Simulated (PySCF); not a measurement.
Vertical excitations of a molecule C₃H₇FOSi from PySCF with TDDFT-LC-ωPBE/def2-SVPD, as energy in eV (oscillator strength): 4.31 (0.001), 7.76 (0.038), 7.94 (0.153), 8.08 (0.010), 8.49 (0.072), 8.57 (0.066), 8.86 (0.014), 8.96 (0.015), 9.00 (0.026), 9.16 (0.030). Lowest triplet (TDA): 3.68 eV. The structure is a stationary point at PBE0-D3(BJ)/def2-SVP. The values are those of a single conformer.

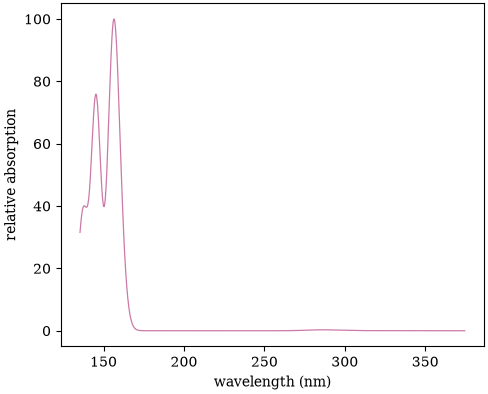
Figure. The lines broadened by 0.4 eV.

### Question
Identify the compound among the candidates.
A) O=C[C@@H](F)C[SiH3]
B) O=CC[SiH2]CF
C) C=CC[Si@H](O)F
D) C/C=C/[Si@@H](O)F

### Answer
B, O=CC[SiH2]CF
